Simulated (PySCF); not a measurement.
```yaml
atoms:
  - { symbol: V, position_ang: [0.0113, -0.0207, -0.0294] }
  - { symbol: Se, position_ang: [-0.0095, -0.0839, 2.0754] }
  - { symbol: Cl, position_ang: [2.0269, -0.0257, -0.6778] }
  - { symbol: Cl, position_ang: [-0.9645, 1.7548, -0.6570] }
  - { symbol: Cl, position_ang: [-0.9894, -1.7350, -0.7735] }
```

Geometry: PBE0-D3(BJ)/def2-SVP.

Theory: PySCF, CAM-B3LYP/def2-SVPD, SCF density, gas phase.

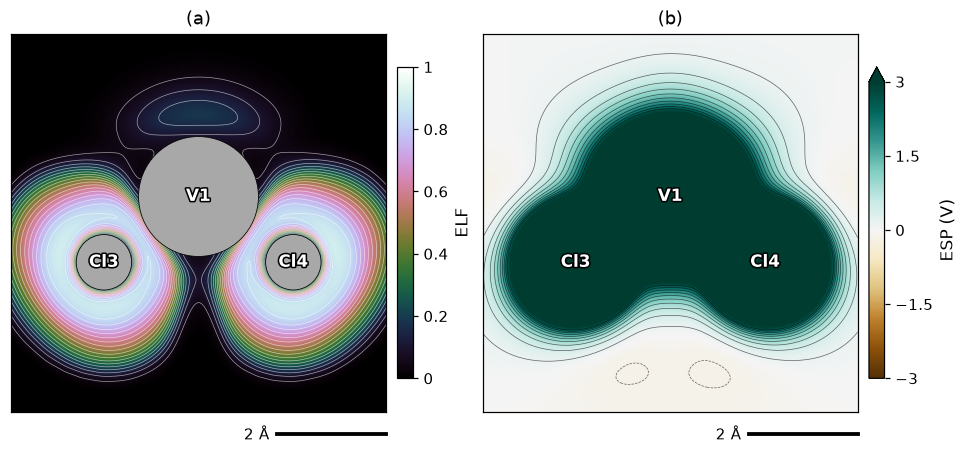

Cl3SeV (VSeCl3). (a) electron localisation function; (b) electrostatic potential on the plane of atoms Cl3, V1 and Cl4. Grey discs cover the atomic cores in the ELF map.

**Read the bonding off the picture.**

- The plane passes through V and Cl nuclei.
- V–Cl (2.12 Å): the ELF peaks at about 0.85 in the valence shell of Cl, 0.8 Å from its nucleus, and is about 0.45 at the midpoint.
- The potential has no marked negative region in this plane.
